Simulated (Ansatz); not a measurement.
## Sb (R-3m, 2 atoms in the cell) under uniaxial strain along c

Wanted: the shifts of the zone-centre modes of Sb (R-3m, 2 atoms in the cell) with strain.

Program: Ansatz 0.2.0. Level of theory: DFT PBEsol, scalar-relativistic, plane waves, PAW; PAW set soft_1. Results are calculated unless marked as measured.

**1. The structure**

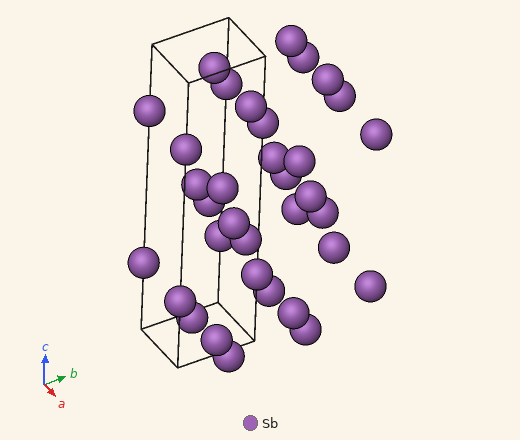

The starting structure, seen slightly off an axis (antimony purple). 2×2×1 cells are drawn. This picture shows the conventional cell, with its axes. Some periodic images of atoms are drawn too.

**2. Bringing the structure to rest**

Harmonic phonons are second derivatives at a point where the forces vanish, and they are wanted at zero stress, so atoms and cell are relaxed first.

Contents of input.yaml:

```yaml
crystal:
  lattice:
    - [2.1542, 1.2437279499, 3.758]
    - [-2.1542, 1.2437279499, 3.758]
    - [0.0, -2.4874558998, 3.758]
  atoms:
    - { symbol: Sb, position: [0.23349, 0.23349, 0.23349] }
    - { symbol: Sb, position: [0.76651, 0.76651, 0.76651] }
kpoints:
  mp_grid: { grid: [12, 12, 12] }
hamiltonian:
  xc: pbesol
  pseudopotentials: { kind: paw, azcp: { folder: soft_1 }, xc_functional: pbe }
scf:
  occupations: { method: gaussian, width: 0.1 }
output:
  forces: true
  stress: true
  eigenvalues: true
  write_density: true
  write_potential: true
  elf: true
  volumetric_format: npy
relax:
  adjacent_minimum: "off"
  f_tol: 0.005
  max_steps: 80
  cell: { stress_tol: 0.05 }
```

Command:

```
$ ansatz run input.yaml --threads 4 --pin off --max-ram 10240MiB --backend cpu --events-out ev --progress --plain --runs-dir out
```

Numbers of over 12 decimals in the logs are rounded to 6 here.

The program printed:

```text
Engine: ansatz 0.2.0, x86_64-unknown-linux-gnu
Pseudopotentials: kind: paw
Pseudopotential: Sb, paw, valence charge 15, recommended cutoff 420 eV (normal), soft_1/Sb.paw.azcp
Functional definition: PBEsol
  exchange = pbesol_x
  correlation = pbesol_c
Crystal: 2 atoms, lattice volume = 60.411 Å³
Basis set: ecut = 420 eV, 1195 PW (Γ), exchange–correlation on 64×64×64 points (8 copies of the dense FFT grid, shifted against one another)
Bands: 19, of which v1, the nominal top of the filled ones, is band 15 counted from 1 (14 counted from 0)
Symmetry: 12 space group operations
Space group: R-3m (ITA 166), of the structure as read, at distance tolerance 3.9e-5 Å
k-points: 189 of 1728
Non-local potential: Sb, projectors of the file, l = 0: 2, l = 1: 2, l = 2: 2, l = 3: 1
PAW form: soft (Blöchl's): semilocal exchange-correlation on the pseudo side does not see the compensation charge
PAW frozen core: Sb, regenerated for the run's functional, and the local potential with it (the file was generated under x = pbe(κ = 0.804, μ = 0.219515), c = pbe(β = 0.066725))
PAW one-centre angular grid: Sb, 590 points (default); XC on 64 Gauss nodes
Initial density: superposition of atomic densities (chi_scale 0.1, normalization cell)
Initial wavefunctions: pseudopotential atomic-orbital guess
Functional: x = pbesol(κ = 0.804, μ = 0.123457), c = pbesol(β = 0.046)
SCF iter   1: F=—  HF=-12816.335715 eV  |F-HF|=—  |Δ(HF+E_count)|=         —  Δρ=1.51e-2  dr2=1.03e-1  ethr=3.10e-3  ⟨swp⟩=6.1  Hψ=19271  notcnv=0
preconditioner: auto → none  [insulator: Δε(μ)=0.148 eV  Ē_g=8.673 eV  σ=0.100 eV  W_gap=0.65  n_scr=14 (ndim 8)  ℏωp=15.1 eV  f_vac=0.000  D(μ)=0.11/eV (n_scr^D=0)  ε∞_Penn≈4.0]
SCF iter   2: F=—  HF=-12816.323953 eV  |F-HF|=—  |Δ(HF+E_count)|=   1.18e-2  Δρ=7.23e-3  dr2=2.29e-2  ethr=3.45e-4  ⟨swp⟩=1.1  Hψ=5135  notcnv=0
SCF iter   3: F=—  HF=-12816.322806 eV  |F-HF|=—  |Δ(HF+E_count)|=   1.15e-3  Δρ=6.18e-4  dr2=2.87e-4  ethr=7.63e-5  ⟨swp⟩=2.0  Hψ=5905  notcnv=0
SCF iter   4: F=—  HF=-12816.322729 eV  |F-HF|=—  |Δ(HF+E_count)|=   7.65e-5  Δρ=2.94e-4  dr2=5.48e-5  ethr=9.57e-7  ⟨swp⟩=2.0  Hψ=6429  notcnv=0
SCF iter   5: F=—  HF=-12816.322716 eV  |F-HF|=—  |Δ(HF+E_count)|=   1.31e-5  Δρ=9.37e-5  dr2=6.50e-6  ethr=1.83e-7  ⟨swp⟩=2.3  Hψ=6481  notcnv=0
SCF iter   6: F=—  HF=-12816.322715 eV  |F-HF|=—  |Δ(HF+E_count)|=   1.72e-6  Δρ=1.73e-5  dr2=2.06e-7  ethr=2.17e-8  ⟨swp⟩=3.0  Hψ=6426  notcnv=0
SCF iter   7: F=-12816.322715 eV  HF=-12816.322715 eV  |F-HF|=2.83e-9  |Δ(HF+E_count)|=   5.72e-8  Δρ=2.31e-6  dr2=2.95e-9  ethr=3.33e-10  ⟨swp⟩=10.2  Hψ=28072  notcnv=0
SCF 1 converged in 7 iterations: F = -12816.322715 eV  dr2 = 2.95e-9
  greatest PAW one-centre occupation: 0.996 electrons in one spin orbital (limit 2), on the Sb atom at site 1 (counted from 0), in its partial waves of l = 2
relax step   1: F+E_penalty+E_count = -12816.32271466 eV  Δ(F+E_penalty+E_count) = +0.000e0 eV  max|allowed force component| = 1.395e-1 eV/Å  Δτ_max = 0.0000 Å  P = +0.047 GPa  Ω = 60.411 Å³  (7 SCF iters, dr2 threshold 1.00e-7 eV, accepted)
Crystal: 2 atoms, lattice volume = 60.150 Å³
Basis set: ecut = 420 eV, 1171 PW (Γ), exchange–correlation on 64×64×64 points (8 copies of the dense FFT grid, shifted against one another)
Initial density: handed on by an earlier stage of this run
Initial wavefunctions: those handed on with the density
iter 1 solved again at ethr=2.30e-6 eV; its pass at ethr=3.10e-3 eV (dr2=6.90e-4 eV) is discarded
SCF iter   1: F=—  HF=-12816.326015 eV  |F-HF|=—  |Δ(HF+E_count)|=         —  Δρ=1.14e-3  dr2=6.91e-4  ethr=2.30e-6  ⟨swp⟩=3.2  Hψ=24106  notcnv=0
preconditioner: auto → none  [insulator: Δε(μ)=0.132 eV  Ē_g=8.643 eV  σ=0.100 eV  W_gap=0.64  n_scr=14 (ndim 8)  ℏωp=15.1 eV  f_vac=0.001  D(μ)=0.16/eV (n_scr^D=0)  ε∞_Penn≈4.1]
SCF iter   2: F=—  HF=-12816.325852 eV  |F-HF|=—  |Δ(HF+E_count)|=   1.62e-4  Δρ=5.28e-4  dr2=8.79e-5  ethr=2.30e-6  ⟨swp⟩=2.7  Hψ=6252  notcnv=0
SCF iter   3: F=—  HF=-12816.325846 eV  |F-HF|=—  |Δ(HF+E_count)|=   6.39e-6  Δρ=1.63e-4  dr2=9.45e-6  ethr=2.93e-7  ⟨swp⟩=2.2  Hψ=4215  notcnv=0
iter 4 did not close the SCF: its close was put off for the readings that it lacked (scf_convergence_deferred on its scf_iter line)
SCF iter   4: F=-12816.325846 eV  HF=-12816.325846 eV  |F-HF|=6.82e-9  |Δ(HF+E_count)|=   3.62e-7  Δρ=2.64e-5  dr2=1.75e-7  ethr=3.15e-8  ⟨swp⟩=3.0  Hψ=6471  notcnv=0
iter 5 did not close the SCF: its close was put off for the readings that it lacked (scf_convergence_deferred on its scf_iter line)
SCF iter   5: F=-12816.325846 eV  HF=-12816.325846 eV  |F-HF|=9.24e-10  |Δ(HF+E_count)|=   2.44e-8  Δρ=4.39e-6  dr2=6.59e-9  ethr=5.84e-10  ⟨swp⟩=2.1  Hψ=6442  notcnv=0
SCF iter   6: F=-12816.325846 eV  HF=-12816.325846 eV  |F-HF|=0.00e0  |Δ(HF+E_count)|=  3.27e-11  Δρ=2.91e-7  dr2=3.07e-11  ethr=2.20e-11  ⟨swp⟩=6.0  Hψ=20977  notcnv=0
SCF 2 converged in 6 iterations: F = -12816.325846 eV  dr2 = 3.07e-11
relax step   2: F+E_penalty+E_count = -12816.32584567 eV  Δ(F+E_penalty+E_count) = -3.131e-3 eV  max|allowed force component| = 6.028e-2 eV/Å  Δτ_max = 0.0247 Å  P = -0.387 GPa  Ω = 60.150 Å³  energy of the carried Pulay correction = +2.767e-5 eV  (6 SCF iters, dr2 threshold 2.00e-7 eV, accepted)
Crystal: 2 atoms, lattice volume = 59.758 Å³
Basis set: ecut = 420 eV, 1183 PW (Γ), exchange–correlation on 64×64×64 points (8 copies of the dense FFT grid, shifted against one another)
iter 1 solved again at ethr=1.49e-7 eV; its pass at ethr=3.10e-3 eV (dr2=4.48e-5 eV) is discarded
SCF iter   1: F=—  HF=-12816.327355 eV  |F-HF|=—  |Δ(HF+E_count)|=         —  Δρ=2.52e-4  dr2=3.85e-5  ethr=1.49e-7  ⟨swp⟩=3.0  Hψ=24600  notcnv=0
preconditioner: auto → none  [insulator: Δε(μ)=0.128 eV  Ē_g=8.679 eV  σ=0.100 eV  W_gap=0.55  n_scr=14 (ndim 8)  ℏωp=15.2 eV  f_vac=0.000  D(μ)=0.12/eV (n_scr^D=0)  ε∞_Penn≈4.1]
SCF iter   2: F=—  HF=-12816.327351 eV  |F-HF|=—  |Δ(HF+E_count)|=   3.54e-6  Δρ=1.26e-4  dr2=6.92e-6  ethr=1.28e-7  ⟨swp⟩=1.5  Hψ=3737  notcnv=0
SCF iter   3: F=—  HF=-12816.327352 eV  |F-HF|=—  |Δ(HF+E_count)|=   7.89e-7  Δρ=2.81e-5  dr2=4.86e-7  ethr=2.31e-8  ⟨swp⟩=2.0  Hψ=6342  notcnv=0
iter 4 did not close the SCF: its close was put off for the readings that it lacked (scf_convergence_deferred on its scf_iter line)
SCF iter   4: F=-12816.327352 eV  HF=-12816.327352 eV  |F-HF|=2.75e-9  |Δ(HF+E_count)|=   7.73e-8  Δρ=7.52e-6  dr2=1.77e-8  ethr=1.62e-9  ⟨swp⟩=3.0  Hψ=6514  notcnv=0
iter 5 did not close the SCF: its close was put off for the readings that it lacked (scf_convergence_deferred on its scf_iter line)
SCF iter   5: F=-12816.327352 eV  HF=-12816.327352 eV  |F-HF|=7.71e-10  |Δ(HF+E_count)|=   5.15e-9  Δρ=1.17e-6  dr2=9.72e-10  ethr=5.88e-11  ⟨swp⟩=2.4  Hψ=5230  notcnv=0
SCF iter   6: F=-12816.327352 eV  HF=-12816.327352 eV  |F-HF|=2.36e-11  |Δ(HF+E_count)|=  3.58e-10  Δρ=2.62e-7  dr2=5.19e-11  ethr=3.24e-12  ⟨swp⟩=5.0  Hψ=20340  notcnv=0
SCF 3 converged in 6 iterations: F = -12816.327352 eV  dr2 = 5.19e-11
relax step   3: F+E_penalty+E_count = -12816.32735210 eV  Δ(F+E_penalty+E_count) = -1.506e-3 eV  max|allowed force component| = 1.226e-2 eV/Å  Δτ_max = 0.0002 Å  P = -0.065 GPa  Ω = 59.758 Å³  energy of the carried Pulay correction = +6.929e-5 eV  (6 SCF iters, dr2 threshold 2.00e-7 eV, accepted)
[...]
relax step   4: F+E_penalty+E_count = -12816.32747701 eV  Δ(F+E_penalty+E_count) = -1.249e-4 eV  max|allowed force component| = 8.023e-4 eV/Å  Δτ_max = 0.0003 Å  P = +0.002 GPa  Ω = 59.652 Å³  energy of the carried Pulay correction = +8.053e-5 eV  (4 SCF iters, dr2 threshold 8.41e-8 eV, accepted)
Basis set: ecut = 420 eV, 1183 PW (Γ), exchange–correlation on 60×60×60 points (8 copies of the dense FFT grid, shifted against one another)
Initial wavefunctions: pseudopotential atomic-orbital guess (no wavefunctions were taken with the density)
iter 1 solved again at ethr=4.44e-7 eV; its pass at ethr=3.10e-3 eV (dr2=1.33e-4 eV) is discarded
SCF iter   1: F=—  HF=-12816.327399 eV  |F-HF|=—  |Δ(HF+E_count)|=         —  Δρ=1.74e-5  dr2=5.87e-8  ethr=4.44e-7  ⟨swp⟩=3.3  Hψ=29030  notcnv=0
eigensolver tolerance schedule: the retry pair's looser diagonalisation over-reported the residual by 2264.97 of it (diagonalisation noise at 0.48 of the residual, at the tolerance the schedule requests for it); recorded, not acted on — ethr = c·dr2/N_el stays at c = 1.0e-1
preconditioner: auto → Kerker (q_TF=auto, 2.433 Å⁻¹)  [metal: Δε(μ)=0.121 eV  Ē_g=8.687 eV  σ=0.100 eV  W_gap=0.50  n_scr=14 (ndim 8)  ℏωp=15.2 eV  f_vac=0.000  D(μ)=0.12/eV (n_scr^D=0)]
SCF iter   2: F=—  HF=-12816.327400 eV  |F-HF|=—  |Δ(HF+E_count)|=   8.14e-7  Δρ=8.49e-6  dr2=9.81e-9  ethr=1.96e-10  ⟨swp⟩=2.9  Hψ=7779  notcnv=0
SCF iter   3: F=—  HF=-12816.327400 eV  |F-HF|=—  |Δ(HF+E_count)|=   1.94e-8  Δρ=2.03e-6  dr2=1.29e-9  ethr=3.27e-11  ⟨swp⟩=2.0  Hψ=6423  notcnv=0
SCF iter   4: F=—  HF=-12816.327400 eV  |F-HF|=—  |Δ(HF+E_count)|=  5.86e-10  Δρ=9.00e-7  dr2=3.89e-10  ethr=4.28e-12  ⟨swp⟩=2.0  Hψ=6431  notcnv=0
SCF iter   5: F=—  HF=-12816.327400 eV  |F-HF|=—  |Δ(HF+E_count)|=  1.75e-10  Δρ=2.38e-7  dr2=4.31e-11  ethr=1.30e-12  ⟨swp⟩=3.0  Hψ=6443  notcnv=0
SCF iter   6: F=-12816.327400 eV  HF=-12816.327400 eV  |F-HF|=0.00e0  |Δ(HF+E_count)|=    0.00e0  Δρ=5.30e-8  dr2=2.93e-12  ethr=1.00e-12  ⟨swp⟩=6.1  Hψ=16802  notcnv=0
SCF 5 converged in 6 iterations: F = -12816.327400 eV  dr2 = 2.93e-12
relax step   5: F+E_penalty+E_count = -12816.32740029 eV  Δ(F+E_penalty+E_count) = +7.672e-5 eV  max|allowed force component| = 8.559e-4 eV/Å  Δτ_max = 0.0000 Å  P = +0.001 GPa  Ω = 59.652 Å³  stress off target by 8.02e-3 GPa  SCF on the basis re-selected at this cell (its energy is not comparable with the rows above)  (6 SCF iters)
basis re-selected at this cell: Δ(F+E_penalty+E_count) = +7.672e-5 eV, ΔP = -0.001 GPa vs the last step (what re-selecting the basis moved, of the pressure what is left beyond the Pulay correction that the steps carried, after the strain that the cell walked since its last selection, with what the two solves' SCF thresholds leave and, on support functions, any second-order correction that the steps lacked; it is no measure of the basis error at this ecutwfc). The dense FFT grid was sized anew with the basis: this SCF ran on 30×30×30 points, the steps before it on 32×32×32, so part of this shift can come from that change (see relax.cell in the input reference). [rest of the remark cut]
SCF converged after 6 iterations
Free energy (F): -12816.327400 eV
Harris-Foulkes:  -12816.327400 eV  (|F-HF|=0.00e0)
Internal energy: -12816.326801 eV  (E = F + TS)
E sigma→0 (E₀):  -12816.327101 eV
Entropy (-TS):   -0.000599 eV (-0.300 meV/atom)
Fermi energy:    10.262900 eV
--- Per-component energies (eV) ---
  E_band       = -329.648467
  E_kinetic    = 326.156758
  E_local      = -3141.007706  (includes V_loc(G=0)·N_el)
  E_nonlocal   = 782.525684
  E_hartree    = 1299.199043
  E_xc         = -196.716144
  E_vxc        = -181.948719  (∫ρ·V_xc dr)
  E_paw        = -8934.982780  (= ΣΔE_a)
  E_vpaw       = -713.772802  (= ΣTr[D̂ρ^β])
  E_aug_tail   = 0.000269  (compensation charges beyond the density's cutoff)
  E_ewald      = -2952.165636
  E_core_change = 0.663710  (= ΣΔE_core)
  E_smearing   = -0.000599  (= −TS)
  E_closure    = -0.000000  (closes the sum)
  Σ components = -12816.327400   (vs F -12816.327400, Δ=0.00e0)
--- Forces (eV/Å), atoms counted from 1 ---
  atom   1  Sb     0.00000000     0.00000000     0.00085590
  atom   2  Sb    -0.00000000    -0.00000000    -0.00085590
  max |Σ_I F_I| component: 1.10e-17 eV/Å
--- Stress (GPa, compression-positive) ---
       -0.002779       0.000000       0.000000
        0.000000      -0.002779       0.000000
        0.000000       0.000000       0.008020
  P = ⅓ Tr σ = 0.0008 GPa (0.008 kbar)
--- Band table (eV; the first three rows and the last of 189) ---
  k-point 0: bands = [... 11 lower, 5.5642, 8.3470, 8.4988, 8.4988, 12.6252, 13.1208, 13.1208, 15.3090]
  k-point 1: bands = [... 11 lower, 5.1918, 8.3704, 8.4892, 8.6735, 12.5380, 12.8939, 12.8981, 14.9950]
  k-point 2: bands = [... 11 lower, 4.3343, 8.3898, 8.4706, 9.0239, 12.1751, 12.3456, 12.3569, 14.8396]
  k-point 188: bands = [... 11 lower, 1.1623, 9.0514, 9.0514, 9.8289, 10.2770, 10.2770, 11.2359, 17.5685]
--- Relaxed structure (4 steps of the walk, 4 accepted, 1 SCFs on fresh bases) ---
  F+E_penalty+E_count = -12816.32740029 eV   max|allowed force component| = 8.559e-4 eV/Å   (the final SCF, on the basis selected at the relaxed cell)
  cell:  # Å, volume = 59.6524 Å³
    - [2.161151, 1.247741, 3.686948]
    - [-2.161151, 1.247741, 3.686948]
    - [0, -2.495482, 3.686948]
  atoms:
    - { symbol: Sb, position: [0.235690, 0.235690, 0.235690] }
    - { symbol: Sb, position: [0.764310, 0.764310, 0.764310] }
```

Wall time 44 s (4 threads of Intel Xeon at 2.50GHz (Skylake/Cascade Lake), shared host); peak memory 0.52 GiB.

The steps of the relaxation:

| step | energy less that of the first step (eV) | largest force component (eV/Å) | pressure (GPa) | volume (Å³) |
| --- | --- | --- | --- | --- |
| 1 | 0.0000 | 0.1395 | 0.05 | 60.41 |
| 2 | -0.0031 | 0.0603 | -0.39 | 60.15 |
| 3 | -0.0046 | 0.0123 | -0.07 | 59.76 |
| 4 | -0.0048 | 0.0008 | 0.00 | 59.65 |
| 5* | -0.0047 | 0.0009 | 0.00 | 59.65 |

Relaxation steps marked * repeat the geometry before them on a plane-wave basis chosen anew for their cell, so energy and pressure can jump there.

Forces are held to the 12 operations that the run works with; a distortion that breaks them can't arise in this run.

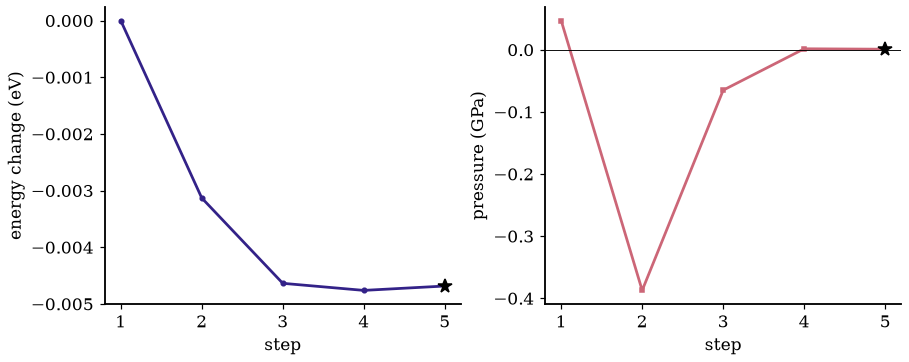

Energy and pressure along the relaxation. Stars mark steps on a basis chosen anew.

```csv
"conventional cell, symmetrised",before,after,change
a (Å),4.308,4.322,+0.3 %
b (Å),4.308,4.322,+0.3 %
c (Å),11.274,11.061,-1.9 %
volume (Å³/atom),30.21,29.83,-1.3 %
```

The atoms that moved most (Å, as changes of fractional coordinates times the final cell):

| atom | dx | dy | dz | length |
| --- | --- | --- | --- | --- |
| Sb1 | 0.000 | 0.000 | 0.024 | 0.024 |
| Sb2 | 0.000 | 0.000 | -0.024 | 0.024 |

Final coordinates:

```
Sb
1.0
     2.16115    1.24774    3.68695
    -2.16115    1.24774    3.68695
     0.00000   -2.49548    3.68695
Sb
2
Direct
  0.23569 0.23569 0.23569
  0.76431 0.76431 0.76431
```

Numbers from this step:

```
pressure          : 8.21e-4 GPa
volume per atom   : 29.83 Å³
gap on the k-mesh : 0 eV
```

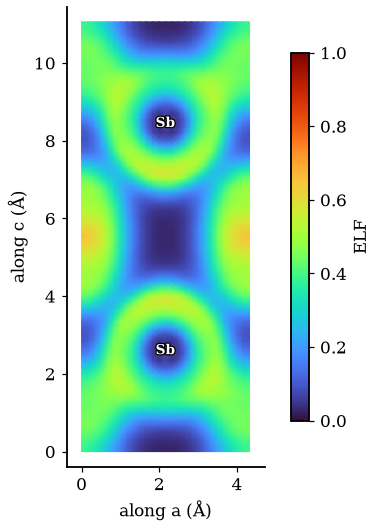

ELF in the ac plane of the conventional cell at fractional y = 0.000, with atoms of Sb within 0.2 Å of it. It is the smooth field of the valence electrons, not physical close to the nuclei. The map starts off the cell's origin, so that atoms lie inside it.

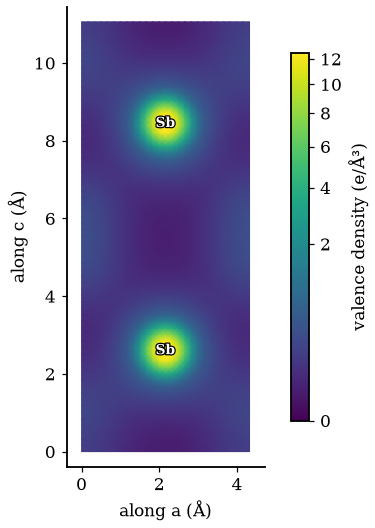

Valence density in the ac plane of the conventional cell at fractional y = 0.000, with atoms of Sb within 0.2 Å of it. It is the smooth field of the valence electrons, not physical close to the nuclei. The map starts off the cell's origin, so that atoms lie inside it. The colour scale is stretched toward low values.

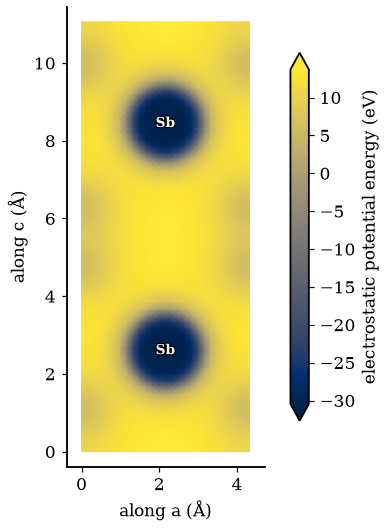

Electrostatic potential energy in the ac plane of the conventional cell at fractional y = 0.000, with atoms of Sb within 0.2 Å of it. With pseudopotentials it is smooth inside the atoms' cores, unlike the true potential. The map starts off the cell's origin, so that atoms lie inside it.

In this step the volume went from 30.21 to 29.83 Å³/atom.

**3. Tight relaxation**

Phonons need small forces and stress, so the relaxation is finished with tight tolerances on 12×12×12 k points.

input.yaml, the sections that differ from step 2:

```yaml
crystal:
  lattice:
    - [2.1611505782, 1.2477408681, 3.6869481492]
    - [-2.1611505782, 1.2477408681, 3.6869481492]
    - [0.0, -2.4954817362, 3.6869481492]
  atoms:
    - { symbol: Sb, position: [0.2356897749, 0.2356897749, 0.2356897749] }
    - { symbol: Sb, position: [0.7643102251, 0.7643102251, 0.7643102251] }
scf:
  occupations: { method: methfessel_paxton, width: 0.2 }
output:
  forces: true
  stress: true
  eigenvalues: true
relax:
  adjacent_minimum: "off"
  f_tol: 0.001
  max_steps: 60
  cell: { stress_tol: 0.01 }
# kpoints, hamiltonian: as in step 2
```

The program printed:

```text
[...]
Crystal: 2 atoms, lattice volume = 59.652 Å³
Basis set: ecut = 420 eV, 1183 PW (Γ), exchange–correlation on 60×60×60 points (8 copies of the dense FFT grid, shifted against one another)
Bands: 19, of which v1, the nominal top of the filled ones, is band 15 counted from 1 (14 counted from 0)
Symmetry: 12 space group operations
[...]
k-points: 189 of 1728
[...]
k-point 188: bands = [... 11 lower, 1.1623, 9.0414, 9.0414, 9.8172, 10.2726, 10.2726, 11.2311, 17.5563]
--- Relaxed structure (3 steps of the walk, 3 accepted, 1 SCFs on fresh bases) ---
[...]
cell:  # Å, volume = 59.6803 Å³
    - [2.161516, 1.247952, 3.687427]
    - [-2.161516, 1.247952, 3.687427]
    - [0, -2.495903, 3.687427]
  atoms:
    - { symbol: Sb, position: [0.235620, 0.235620, 0.235620] }
    - { symbol: Sb, position: [0.764380, 0.764380, 0.764380] }
[key lines of the parts left out:]
SCF converged after 8 iterations
Free energy (F): -12816.326307 eV
Fermi energy:    10.278187 eV
P = ⅓ Tr σ = -0.0010 GPa (-0.010 kbar)
```

Elapsed: 36 s, on 4 threads; peak memory 0.52 GiB; 85 s of CPU time.

Little changed from the start: no atom moved by 0.005 Å and no cell edge by 0.1 %.

This step gave:

- pressure: -9.86e-4 GPa
- volume per atom: 29.84 Å³

The largest force component left is 0.34 meV/Å and the pressure is -0.001 GPa, within the tolerances set. The cell now holds 29.84 Å³/atom.

[end of part 1 of 2]

[Logs are printed without paths, hosts, clocks, repeated set-up lines and the standing remarks that a program may print on its own settings, such as how far it seeks lower states.]

[Hosts, paths, dates, database ids (printed as entryN), source tags and the programs' standing remarks are cut or masked in the printed files.]
